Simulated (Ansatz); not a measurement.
Consider ZnS in the wurtzite structure (space group P6_3mc, No. 186; a = 3.845 Å, c = 6.305 Å). Axes: x lies along a and z along c of the hexagonal cell.

Modification: compressive biaxial strain of 2.40 % in the plane normal to [001], as in epitaxy on a mismatched substrate; the out-of-plane cell vector and the atoms relax.

Level of theory: PBE (Ansatz, a quantum-chemistry and plane-wave program; PAW; 420 eV plane waves; no spin-orbit coupling).

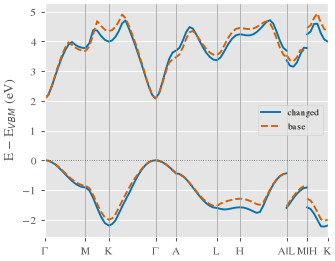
Fig. 1. Highest valence and lowest conduction band along the path, each from its own valence-band maximum

From the figure, how large is the changed gap, and is it direct?

About 2.1 eV, direct at Γ.

No phonon test of stability was made.
